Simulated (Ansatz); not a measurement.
# What NaGeF3 (model cell, started as cubic perovskite with Ge in the octahedra) distorts into, part 2 of 3

Aim: this structure of NaGeF3 (model cell, started as cubic perovskite with Ge in the octahedra) is to be tested for unstable modes, and one is followed downhill.

Ansatz 0.2.0; DFT PBEsol, scalar-relativistic, plane waves, PAW; PAW set soft_1.

So far, highest frequency on the path or at a solved wavevector (cm⁻¹): step 2 (the dispersion) 418. Also lowest frequency on the path (cm⁻¹): step 2 -238.

The structure was built from a prototype and need not be the compound's stable phase.

**6. Relaxation from the frozen mode**

Starting from the lowest point found, all atoms and the cell are let go, so that strain and other modes of the same symmetry can join in.

input.yaml reads:

```yaml
crystal:
  lattice:
    - [4.3407137908, 0.0, 0.0]
    - [0.0, 4.3407137908, 0.0]
    - [0.0, 0.0, 4.3407137908]
  atoms:
    - { symbol: Na, position: [0.0, -0.0030096712, 0.0] }
    - { symbol: Ge, position: [0.5, 0.5064009157, 0.5] }
    - { symbol: F, position: [0.5, 0.5149272407, 0.0] }
    - { symbol: F, position: [0.5, -0.0506829085, 0.5] }
    - { symbol: F, position: [0.0, 0.5149272407, 0.5] }
kpoints:
  mp_grid: { grid: [12, 12, 12] }
hamiltonian:
  xc: pbesol
  pseudopotentials: { kind: paw, azcp: { folder: soft_1 }, xc_functional: pbe }
scf:
  occupations: { method: fixed }
output:
  forces: true
  stress: true
  eigenvalues: true
relax:
  adjacent_minimum: "off"
  f_tol: 0.002
  max_steps: 120
  cell: { stress_tol: 0.03 }
```

Started as:

```
ansatz run input.yaml --threads 8 --pin off --max-ram 16384MiB --backend cpu --events-out ev --progress --plain --runs-dir out
```

Numbers of over 12 decimals in the logs are rounded to 6 here.

Log:

```text
[...]
Crystal: 5 atoms, lattice volume = 81.787 Å³
Basis set: ecut = 420 eV, 1575 PW (Γ), exchange–correlation on 60×60×60 points (8 copies of the dense FFT grid, shifted against one another)
Bands: 27, of which v1, the nominal top of the filled ones, is band 22 counted from 1 (21 counted from 0)
Symmetry: 8 space group operations
[...]
k-points: 196 of 1728 (time reversal used)
[...]
SCF iter   1: F=—  HF=-8138.113152 eV  |F-HF|=—  |Δ(HF+E_count)|=         —  Δρ=1.54e-1  dr2=1.51e1  ethr=3.10e-3  ⟨swp⟩=4.2  Hψ=18365  notcnv=0  defer=492
[...]
SCF iter  11: F=-8133.076473 eV  HF=-8133.076473 eV  |F-HF|=1.32e-8  |Δ(HF+E_count)|=   5.18e-7  Δρ=5.92e-6  dr2=2.74e-8  ethr=2.27e-10  ⟨swp⟩=11.5  Hψ=24719  notcnv=0
SCF 1 converged in 11 iterations: F = -8133.076473 eV  dr2 = 2.74e-8
[...]
relax step   1: F+E_penalty+E_count = -8133.07647301 eV  Δ(F+E_penalty+E_count) = +0.000e0 eV  max|allowed force component| = 2.198e-1 eV/Å  Δτ_max = 0.0000 Å  P = +0.774 GPa  Ω = 81.787 Å³  (11 SCF iters, dr2 threshold 1.00e-7 eV, accepted)
Crystal: 5 atoms, lattice volume = 83.226 Å³
Basis set: ecut = 420 eV, 1631 PW (Γ), exchange–correlation on 60×60×60 points (8 copies of the dense FFT grid, shifted against one another)
[...]
iter 1 solved again at ethr=1.33e-4 eV; its pass at ethr=3.10e-3 eV (dr2=5.84e-2 eV) is discarded
[...]
SCF iter   7: F=-8133.128259 eV  HF=-8133.128260 eV  |F-HF|=7.68e-8  |Δ(HF+E_count)|=   1.02e-6  Δρ=2.50e-5  dr2=4.14e-7  ethr=1.14e-9  ⟨swp⟩=9.9  Hψ=26417  notcnv=0
SCF 2 converged in 7 iterations: F = -8133.128259 eV  dr2 = 4.14e-7
relax step   2: F+E_penalty+E_count = -8133.12825946 eV  Δ(F+E_penalty+E_count) = -5.179e-2 eV  max|allowed force component| = 3.297e-1 eV/Å  Δτ_max = 0.0588 Å  P = -0.449 GPa  Ω = 83.226 Å³  energy of the carried Pulay correction = -2.526e-3 eV  (7 SCF iters, dr2 threshold 5.00e-7 eV, accepted)
Crystal: 5 atoms, lattice volume = 85.634 Å³
Basis set: ecut = 420 eV, 1671 PW (Γ), exchange–correlation on 60×60×60 points (8 copies of the dense FFT grid, shifted against one another)
[...]
SCF iter   8: F=-8133.267456 eV  HF=-8133.267455 eV  |F-HF|=1.01e-6  |Δ(HF+E_count)|=   5.15e-6  Δρ=1.94e-5  dr2=2.66e-7  ethr=1.14e-9  ⟨swp⟩=9.1  Hψ=30752  notcnv=0
SCF 3 converged in 8 iterations: F = -8133.267456 eV  dr2 = 2.66e-7
relax step   3: F+E_penalty+E_count = -8133.26745641 eV  Δ(F+E_penalty+E_count) = -1.392e-1 eV  max|allowed force component| = 8.417e-1 eV/Å  Δτ_max = 0.1952 Å  P = -2.584 GPa  Ω = 85.634 Å³  energy of the carried Pulay correction = -6.655e-3 eV  (8 SCF iters, dr2 threshold 5.00e-7 eV, accepted)
[... from here on, the SCF cycles and remarks between the steps are left out ...]
relax step   4: F+E_penalty+E_count = -8133.40434228 eV  Δ(F+E_penalty+E_count) = -1.369e-1 eV  max|allowed force component| = 7.816e-1 eV/Å  Δτ_max = 0.1949 Å  P = -2.072 GPa  Ω = 85.741 Å³  energy of the carried Pulay correction = -6.835e-3 eV  (8 SCF iters, dr2 threshold 5.00e-7 eV, accepted)
relax step   5: F+E_penalty+E_count = -8133.51889654 eV  Δ(F+E_penalty+E_count) = -1.146e-1 eV  max|allowed force component| = 3.714e-1 eV/Å  Δτ_max = 0.1950 Å  P = -0.435 GPa  Ω = 85.278 Å³  energy of the carried Pulay correction = -6.051e-3 eV  (8 SCF iters, dr2 threshold 5.00e-7 eV, accepted)
relax step   6: F+E_penalty+E_count = -8133.52274108 eV  Δ(F+E_penalty+E_count) = -3.845e-3 eV  max|allowed force component| = 4.386e-1 eV/Å  Δτ_max = 0.1936 Å  P = +0.284 GPa  Ω = 86.855 Å³  energy of the carried Pulay correction = -8.702e-3 eV  (8 SCF iters, dr2 threshold 5.00e-7 eV, accepted)
relax step   7: F+E_penalty+E_count = -8133.49196683 eV  Δ(F+E_penalty+E_count) = +3.077e-2 eV  max|allowed force component| = 6.761e-1 eV/Å  Δτ_max = 0.1094 Å  P = +2.317 GPa  Ω = 85.823 Å³  energy of the carried Pulay correction = -6.973e-3 eV  (8 SCF iters, dr2 threshold 5.00e-7 eV, rejected (line search))
relax step   8: F+E_penalty+E_count = -8133.53943471 eV  Δ(F+E_penalty+E_count) = -1.669e-2 eV  max|allowed force component| = 1.878e-1 eV/Å  Δτ_max = 0.0463 Å  P = -0.364 GPa  Ω = 89.287 Å³  energy of the carried Pulay correction = -1.270e-2 eV  (12 SCF iters, accepted)
relax step   9: F+E_penalty+E_count = -8133.54594809 eV  Δ(F+E_penalty+E_count) = -6.513e-3 eV  max|allowed force component| = 2.879e-2 eV/Å  Δτ_max = 0.0161 Å  P = -0.062 GPa  Ω = 87.883 Å³  energy of the carried Pulay correction = -1.040e-2 eV  (6 SCF iters, dr2 threshold 5.00e-7 eV, accepted)
relax step  10: F+E_penalty+E_count = -8133.54620726 eV  Δ(F+E_penalty+E_count) = -2.592e-4 eV  max|allowed force component| = 1.549e-3 eV/Å  Δτ_max = 0.0032 Å  P = +0.005 GPa  Ω = 87.762 Å³  energy of the carried Pulay correction = -1.021e-2 eV  (5 SCF iters, dr2 threshold 6.36e-8 eV, accepted)
relax step  11: F+E_penalty+E_count = -8133.58415241 eV  Δ(F+E_penalty+E_count) = -3.795e-2 eV  max|allowed force component| = 1.234e-2 eV/Å  Δτ_max = 0.0000 Å  P = +0.686 GPa  Ω = 87.762 Å³  stress off target by 1.56e0 GPa  SCF on the basis re-selected at this cell (its energy is not comparable with the rows above)  (9 SCF iters)
relax step  12: F+E_penalty+E_count = -8133.59529577 eV  Δ(F+E_penalty+E_count) = -1.114e-2 eV  max|allowed force component| = 1.779e-2 eV/Å  Δτ_max = 0.0208 Å  P = +0.322 GPa  Ω = 89.974 Å³  energy of the carried Pulay correction = -4.152e-3 eV  (7 SCF iters, dr2 threshold 5.00e-7 eV, accepted)
relax step  13: F+E_penalty+E_count = -8133.59711179 eV  Δ(F+E_penalty+E_count) = -1.816e-3 eV  max|allowed force component| = 4.946e-2 eV/Å  Δτ_max = 0.0307 Å  P = +0.126 GPa  Ω = 92.659 Å³  energy of the carried Pulay correction = -1.063e-2 eV  (7 SCF iters, dr2 threshold 5.00e-7 eV, accepted)
relax step  14: F+E_penalty+E_count = -8133.59612186 eV  Δ(F+E_penalty+E_count) = +9.899e-4 eV  max|allowed force component| = 7.022e-3 eV/Å  Δτ_max = 0.0050 Å  P = -0.015 GPa  Ω = 93.157 Å³  energy of the carried Pulay correction = -1.204e-2 eV  (6 SCF iters, dr2 threshold 2.63e-7 eV, accepted)
relax step  15: F+E_penalty+E_count = -8133.59617820 eV  Δ(F+E_penalty+E_count) = -5.634e-5 eV  max|allowed force component| = 4.056e-3 eV/Å  Δτ_max = 0.0027 Å  P = -0.008 GPa  Ω = 93.156 Å³  energy of the carried Pulay correction = -1.203e-2 eV  (7 SCF iters, dr2 threshold 4.22e-9 eV, accepted)
relax step  16: F+E_penalty+E_count = -8133.59641192 eV  Δ(F+E_penalty+E_count) = -2.337e-4 eV  max|allowed force component| = 8.137e-4 eV/Å  Δτ_max = 0.0038 Å  P = -0.011 GPa  Ω = 93.081 Å³  energy of the carried Pulay correction = -1.181e-2 eV  (7 SCF iters, dr2 threshold 1.03e-9 eV, accepted)
relax step  17: F+E_penalty+E_count = -8133.61430194 eV  Δ(F+E_penalty+E_count) = -1.789e-2 eV  max|allowed force component| = 4.610e-3 eV/Å  Δτ_max = 0.0000 Å  P = +0.124 GPa  Ω = 93.081 Å³  stress off target by 4.61e-1 GPa  SCF on the basis re-selected at this cell (its energy is not comparable with the rows above)  (9 SCF iters)
relax step  18: F+E_penalty+E_count = -8133.61526444 eV  Δ(F+E_penalty+E_count) = -9.625e-4 eV  max|allowed force component| = 5.849e-2 eV/Å  Δτ_max = 0.0247 Å  P = +0.132 GPa  Ω = 94.656 Å³  energy of the carried Pulay correction = -2.677e-3 eV  (7 SCF iters, dr2 threshold 5.00e-7 eV, accepted)
relax step  19: F+E_penalty+E_count = -8133.61358368 eV  Δ(F+E_penalty+E_count) = +1.681e-3 eV  max|allowed force component| = 4.366e-2 eV/Å  Δτ_max = 0.0111 Å  P = -0.015 GPa  Ω = 95.971 Å³  energy of the carried Pulay correction = -5.257e-3 eV  (6 SCF iters, dr2 threshold 3.22e-7 eV, accepted)
relax step  20: F+E_penalty+E_count = -8133.61331642 eV  Δ(F+E_penalty+E_count) = +2.673e-4 eV  max|allowed force component| = 8.268e-3 eV/Å  Δτ_max = 0.0034 Å  P = -0.007 GPa  Ω = 96.137 Å³  energy of the carried Pulay correction = -5.612e-3 eV  (5 SCF iters, dr2 threshold 1.19e-7 eV, accepted)
relax step  21: F+E_penalty+E_count = -8133.61347861 eV  Δ(F+E_penalty+E_count) = -1.622e-4 eV  max|allowed force component| = 9.821e-5 eV/Å  Δτ_max = 0.0011 Å  P = -0.001 GPa  Ω = 96.064 Å³  energy of the carried Pulay correction = -5.456e-3 eV  (5 SCF iters, dr2 threshold 4.27e-9 eV, accepted)
relax step  22: F+E_penalty+E_count = -8133.62065048 eV  Δ(F+E_penalty+E_count) = -7.172e-3 eV  max|allowed force component| = 2.739e-3 eV/Å  Δτ_max = 0.0000 Å  P = +0.047 GPa  Ω = 96.064 Å³  stress off target by 1.89e-1 GPa  SCF on the basis re-selected at this cell (its energy is not comparable with the rows above)  (8 SCF iters)
relax step  23: F+E_penalty+E_count = -8133.61979594 eV  Δ(F+E_penalty+E_count) = +8.545e-4 eV  max|allowed force component| = 2.543e-2 eV/Å  Δτ_max = 0.0135 Å  P = +0.084 GPa  Ω = 97.233 Å³  energy of the carried Pulay correction = -1.878e-3 eV  (7 SCF iters, dr2 threshold 8.95e-8 eV, accepted)
relax step  24: F+E_penalty+E_count = -8133.61863409 eV  Δ(F+E_penalty+E_count) = +1.162e-3 eV  max|allowed force component| = 2.946e-2 eV/Å  Δτ_max = 0.0062 Å  P = -0.023 GPa  Ω = 97.940 Å³  energy of the carried Pulay correction = -3.130e-3 eV  (7 SCF iters, dr2 threshold 4.04e-8 eV, accepted)
relax step  25: F+E_penalty+E_count = -8133.61869869 eV  Δ(F+E_penalty+E_count) = -6.461e-5 eV  max|allowed force component| = 4.507e-3 eV/Å  Δτ_max = 0.0016 Å  P = +0.014 GPa  Ω = 97.937 Å³  energy of the carried Pulay correction = -3.122e-3 eV  (5 SCF iters, dr2 threshold 5.43e-8 eV, accepted)
relax step  26: F+E_penalty+E_count = -8133.61866662 eV  Δ(F+E_penalty+E_count) = +3.208e-5 eV  max|allowed force component| = 3.542e-4 eV/Å  Δτ_max = 0.0004 Å  P = +0.001 GPa  Ω = 97.956 Å³  energy of the carried Pulay correction = -3.157e-3 eV  (5 SCF iters, dr2 threshold 1.27e-9 eV, accepted)
relax step  27: F+E_penalty+E_count = -8133.62232558 eV  Δ(F+E_penalty+E_count) = -3.659e-3 eV  max|allowed force component| = 1.371e-3 eV/Å  Δτ_max = 0.0000 Å  P = +0.021 GPa  Ω = 97.956 Å³  stress off target by 9.06e-2 GPa  SCF on the basis re-selected at this cell (its energy is not comparable with the rows above)  (8 SCF iters)
relax step  28: F+E_penalty+E_count = -8133.62216656 eV  Δ(F+E_penalty+E_count) = +1.590e-4 eV  max|allowed force component| = 6.152e-4 eV/Å  Δτ_max = 0.0017 Å  P = +0.018 GPa  Ω = 98.126 Å³  energy of the carried Pulay correction = -2.557e-4 eV  (5 SCF iters, dr2 threshold 2.05e-8 eV, accepted)
relax step  29: F+E_penalty+E_count = -8133.62089859 eV  Δ(F+E_penalty+E_count) = +1.268e-3 eV  max|allowed force component| = 2.514e-3 eV/Å  Δτ_max = 0.0098 Å  P = +0.008 GPa  Ω = 99.083 Å³  energy of the carried Pulay correction = -1.769e-3 eV  (8 SCF iters, dr2 threshold 1.38e-8 eV, accepted)
relax step  30: F+E_penalty+E_count = -8133.62085717 eV  Δ(F+E_penalty+E_count) = +4.142e-5 eV  max|allowed force component| = 1.258e-3 eV/Å  Δτ_max = 0.0006 Å  P = +0.002 GPa  Ω = 99.108 Å³  energy of the carried Pulay correction = -1.812e-3 eV  (7 SCF iters, dr2 threshold 3.95e-10 eV, accepted)
relax step  31: F+E_penalty+E_count = -8133.62283880 eV  Δ(F+E_penalty+E_count) = -1.982e-3 eV  max|allowed force component| = 8.177e-4 eV/Å  Δτ_max = 0.0000 Å  P = +0.012 GPa  Ω = 99.108 Å³  stress off target by 4.39e-2 GPa  SCF on the basis re-selected at this cell (its energy is not comparable with the rows above)  (7 SCF iters)
relax step  32: F+E_penalty+E_count = -8133.62196788 eV  Δ(F+E_penalty+E_count) = +8.709e-4 eV  max|allowed force component| = 8.131e-4 eV/Å  Δτ_max = 0.0058 Å  P = +0.005 GPa  Ω = 99.755 Å³  energy of the carried Pulay correction = -9.823e-4 eV  (8 SCF iters, dr2 threshold 4.82e-9 eV, accepted)
relax step  33: F+E_penalty+E_count = -8133.62179215 eV  Δ(F+E_penalty+E_count) = +1.757e-4 eV  max|allowed force component| = 3.098e-4 eV/Å  Δτ_max = 0.0010 Å  P = -0.001 GPa  Ω = 99.868 Å³  energy of the carried Pulay correction = -1.160e-3 eV  (9 SCF iters, accepted)
[...]
SCF iter   7: F=-8133.623032 eV  HF=-8133.623032 eV  |F-HF|=2.64e-11  |Δ(HF+E_count)|=  1.59e-10  Δρ=7.25e-8  dr2=5.39e-12  ethr=1.00e-12  ⟨swp⟩=12.7  Hψ=31532  notcnv=0
SCF 34 converged in 7 iterations: F = -8133.623032 eV  dr2 = 5.39e-12
relax step  34: F+E_penalty+E_count = -8133.62303188 eV  Δ(F+E_penalty+E_count) = -1.240e-3 eV  max|allowed force component| = 5.509e-4 eV/Å  Δτ_max = 0.0000 Å  P = +0.005 GPa  Ω = 99.868 Å³  stress off target by 2.71e-2 GPa  SCF on the basis re-selected at this cell (its energy is not comparable with the rows above)  (7 SCF iters)
[...]
SCF converged after 7 iterations
Free energy (F): -8133.623032 eV
[...]
Internal energy: -8133.623032 eV  (E = F + TS)
E sigma→0 (E₀):  -8133.623032 eV
Fermi energy:    1.315651 eV
[...]
--- Forces (eV/Å), atoms counted from 1 ---
  atom   1  Na    -0.00000000    -0.00010068    -0.00000000
  atom   2  Ge    -0.00000000     0.00007359    -0.00000000
  atom   3  F      0.00000000    -0.00026273    -0.00000000
  atom   4  F      0.00000000     0.00055046     0.00000000
  atom   5  F     -0.00000000    -0.00026273     0.00000000
  max |Σ_I F_I| component: 2.10e-6 eV/Å
--- Stress (GPa, compression-positive) ---
       -0.006171       0.000000       0.000000
        0.000000       0.027107      -0.000000
        0.000000      -0.000000      -0.006171
  P = ⅓ Tr σ = 0.0049 GPa (0.049 kbar)
--- Band table (eV; the first three rows and the last of 196) ---
  k-point 0: bands = [... 18 lower, -2.1466, -1.5917, -1.5917, -0.5907, 5.7942, 7.6045, 8.4589, 8.4589, ... 1 higher]
  k-point 1: bands = [... 18 lower, -2.1849, -1.6178, -1.5909, -0.5020, 5.8285, 7.5353, 8.3952, 8.4510, ... 1 higher]
  k-point 2: bands = [... 18 lower, -2.2987, -1.6459, -1.5892, -0.2888, 5.9096, 7.3250, 8.3305, 8.4291, ... 1 higher]
  k-point 195: bands = [... 18 lower, -1.9020, -1.5991, -1.5991, 1.3157, 5.6783, 5.6783, 7.7472, 8.1676, ... 1 higher]
--- Relaxed structure (28 steps of the walk, 27 accepted, 6 SCFs on fresh bases) ---
  F+E_penalty+E_count = -8133.62303188 eV   max|allowed force component| = 5.509e-4 eV/Å   (the final SCF, on the basis selected at the relaxed cell)
  cell:  # Å, volume = 99.8677 Å³
    - [4.270147, 0, 0]
    - [0, 5.476958, 0.0]
    - [0, 0.0, 4.270147]
  atoms:
    - { symbol: Na, position: [0, -0.193768, 0] }
    - { symbol: Ge, position: [0.5, 0.550036, 0.5] }
    - { symbol: F, position: [0.5, 0.619381, 0.0] }
    - { symbol: F, position: [0.5, -0.112468, 0.5] }
    - { symbol: F, position: [0, 0.619381, 0.5] }
```

It took 4.2 min on 8 threads of Arm Neoverse V1, shared host; peak memory 0.82 GiB.

Relaxation path (22 of 34):

| step | energy less that of the first step (eV) | largest force component (eV/Å) | pressure (GPa) | volume (Å³) |
| --- | --- | --- | --- | --- |
| 1 | 0.0000 | 0.2198 | 0.77 | 81.79 |
| 3 | -0.1910 | 0.8417 | -2.58 | 85.63 |
| 4 | -0.3279 | 0.7816 | -2.07 | 85.74 |
| 6 | -0.4463 | 0.4386 | 0.28 | 86.85 |
| 7 | -0.4155 | 0.6761 | 2.32 | 85.82 |
| 9 | -0.4695 | 0.0288 | -0.06 | 87.88 |
| 10 | -0.4697 | 0.0015 | 0.00 | 87.76 |
| 12 | -0.5188 | 0.0178 | 0.32 | 89.97 |
| 14 | -0.5196 | 0.0070 | -0.01 | 93.16 |
| 15 | -0.5197 | 0.0041 | -0.01 | 93.16 |
| 17* | -0.5378 | 0.0046 | 0.12 | 93.08 |
| 18 | -0.5388 | 0.0585 | 0.13 | 94.66 |
| 20 | -0.5368 | 0.0083 | -0.01 | 96.14 |
| 21 | -0.5370 | 0.0001 | 0.00 | 96.06 |
| 23 | -0.5433 | 0.0254 | 0.08 | 97.23 |
| 25 | -0.5422 | 0.0045 | 0.01 | 97.94 |
| 26 | -0.5422 | 0.0004 | 0.00 | 97.96 |
| 28 | -0.5457 | 0.0006 | 0.02 | 98.13 |
| 29 | -0.5444 | 0.0025 | 0.01 | 99.08 |
| 31* | -0.5464 | 0.0008 | 0.01 | 99.11 |
| 32 | -0.5455 | 0.0008 | 0.00 | 99.75 |
| 34* | -0.5466 | 0.0006 | 0.00 | 99.87 |

Relaxation steps marked * repeat the geometry before them on a plane-wave basis chosen anew for their cell, so energy and pressure can jump there. Other such steps can lie between the rows shown. Relaxation step 7 was tried and not accepted.

The run keeps the 8 symmetry operations that it works with, so distortions that break them were not tested.

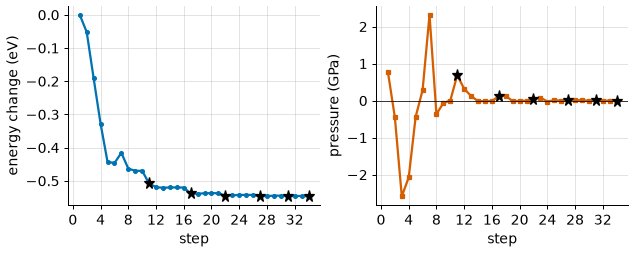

Energy and pressure along the relaxation. Stars mark steps on a basis chosen anew.

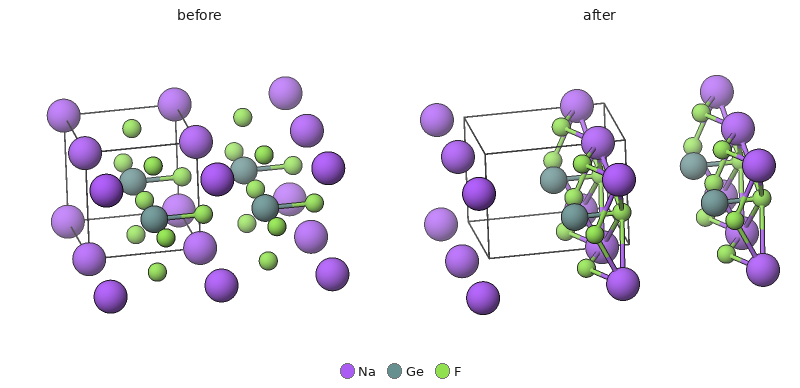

Before and after, at one scale. Bonds to atoms that aren't drawn are left out.

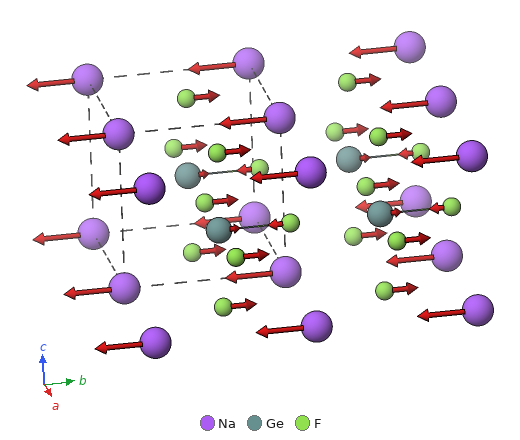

Displacements in the relaxation, exaggerated, measured against the changing cell; the longest in the cell stands for 1.04 Å. 2×2×1 cells are drawn. Some periodic images of atoms are drawn too.

| cell as run | before | after | change |
| --- | --- | --- | --- |
| a (Å) | 4.341 | 4.270 | -1.6 % |
| b (Å) | 4.341 | 5.477 | +26.2 % |
| c (Å) | 4.341 | 4.270 | -1.6 % |
| volume (Å³/atom) | 16.36 | 19.97 | +22.1 % |

The atoms that moved most (Å, as changes of fractional coordinates times the final cell):

| atom | dx | dy | dz | length |
| --- | --- | --- | --- | --- |
| Na1 | 0.000 | -1.045 | 0.000 | 1.045 |
| F5 | 0.000 | 0.572 | 0.000 | 0.572 |
| F3 | 0.000 | 0.572 | 0.000 | 0.572 |
| F4 | 0.000 | -0.338 | 0.000 | 0.338 |
| Ge2 | 0.000 | 0.239 | 0.000 | 0.239 |

Final coordinates:

```cif
data_structure
_symmetry_space_group_name_H-M 'P 1'
_symmetry_Int_Tables_number 1
_cell_length_a 4.2701
_cell_length_b 5.4770
_cell_length_c 4.2701
_cell_angle_alpha 90.000
_cell_angle_beta 90.000
_cell_angle_gamma 90.000
_cell_volume 99.87
loop_
_atom_site_label
_atom_site_type_symbol
_atom_site_fract_x
_atom_site_fract_y
_atom_site_fract_z
_atom_site_occupancy
Na1 Na 0.00000 0.80623 0.00000 1
Ge2 Ge 0.50000 0.55004 0.50000 1
F3 F 0.50000 0.61938 0.00000 1
F4 F 0.50000 0.88753 0.50000 1
F5 F 0.00000 0.61938 0.50000 1
```

This step gave:

- pressure: 0.004921 GPa
- gap on the k-mesh: 3.758 eV
- volume per atom: 19.97 Å³

The distorted start has space group P4mm; the relaxation ends in P4mm.

[end of part 2 of 3]

[Logs are printed without paths, hosts, clocks, repeated set-up lines and the standing remarks that a program may print on its own settings, such as how far it seeks lower states.]

[Hosts, paths, dates, database ids (printed as entryN), source tags and the programs' standing remarks are cut or masked in the printed files.]
